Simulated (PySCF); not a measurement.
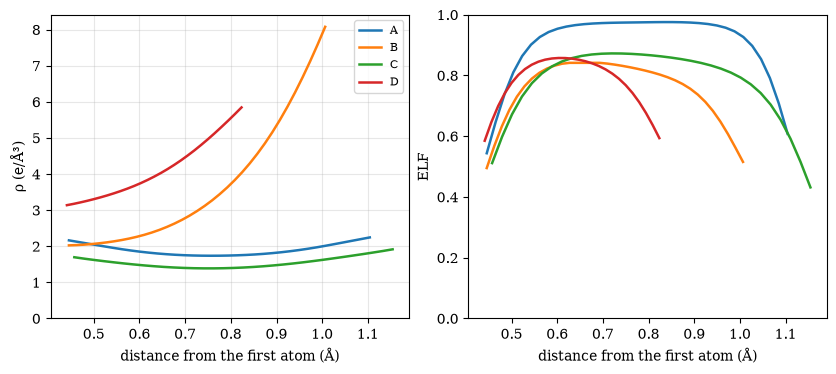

Figure 1: C₂ClF₃O. Electron density and electron localisation function along straight lines between neighbouring atoms. The curves leave out the atomic cores.

Geometry: PBE0-D3(BJ)/def2-TZVP.

The calculation used PySCF 2.14.0, PBE0/pcSseg-2, SCF density, gas phase, non-relativistic.

Input

```
{"job": {"kind": "nmr", "xc": "PBE0", "basis": "pcSseg-2"}, "charge": 0, "multiplicity": 1}
O      1.338915     1.205525    -0.563419
C      0.875329     0.248706    -0.060117
Cl     1.797274    -0.968317     0.779161
C     -0.642706    -0.063559    -0.051142
F     -1.103747     0.008313     1.194127
F     -0.874943    -1.282133    -0.523114
F     -1.285176     0.815169    -0.797967
```

Run with:

```sh
OMP_NUM_THREADS=1 python probes_run.py task.json out
```

Which curve belongs to which contact (C–C, C–Cl, C–F and C–O)? The first atom named is at distance zero.

Answer. Curve A: C–C (1.55 Å): ρ at the midpoint is about 1.7 e/Å³; the ELF peaks at about 1 between the atoms, as expected for localised, covalent bonding. Curve B: C–F (1.32 Å): the density is about 2.5 e/Å³ at the midpoint; the ELF peaks at about 0.85 between the atoms, as expected for a polar covalent bond. Curve C: C–Cl (1.74 Å): ρ is about 1.4 e/Å³ halfway; the ELF peaks at about 0.85 between the atoms: localised, covalent bonding. Curve D: C–O (1.18 Å): ρ is about 3.7 e/Å³ halfway; the ELF peaks at about 0.85 between the atoms (a short, multiple covalent bond).
